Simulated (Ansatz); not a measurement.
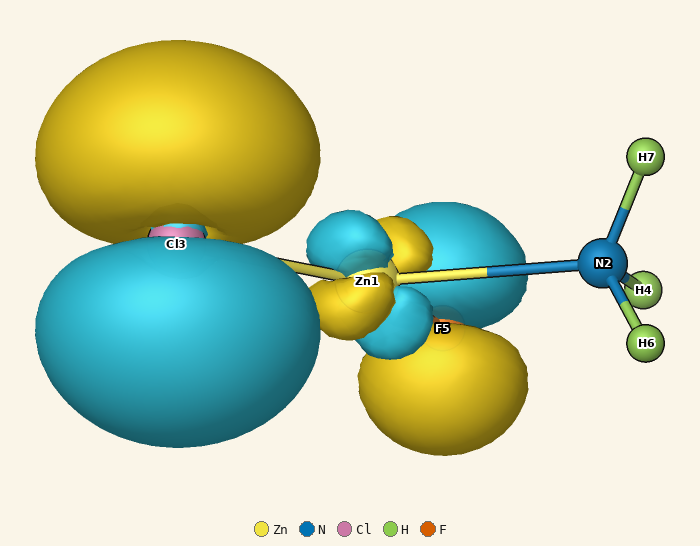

The picture shows: ClFH$_{3}$NZn. The HOMO−1 at ±0.1 Å⁻³ᐟ² (yellow and cyan are the two phases), seen from one side.

The calculation used RKS PBE-D4/def2-SVP in Ansatz 0.2.0.

```csv
atom,x (Å),y (Å),z (Å)
Zn,-0.7147,-0.4908,-0.8549
N,0.5753,0.2903,0.6542
Cl,-0.6674,-2.5354,-1.4728
H,0.1653,1.2369,0.5656
F,-1.4048,1.1799,-0.9833
H,1.5851,0.3491,0.4661
H,0.4612,-0.0299,1.6251
```

**What is the character of this orbital?**

By Hirshfeld shares it lies mainly on Cl3 (about 75 %), F5 (about 20 %) and Zn1 (about 10 %); largely a lone pair of Cl3. Its energy is −6.28 eV.
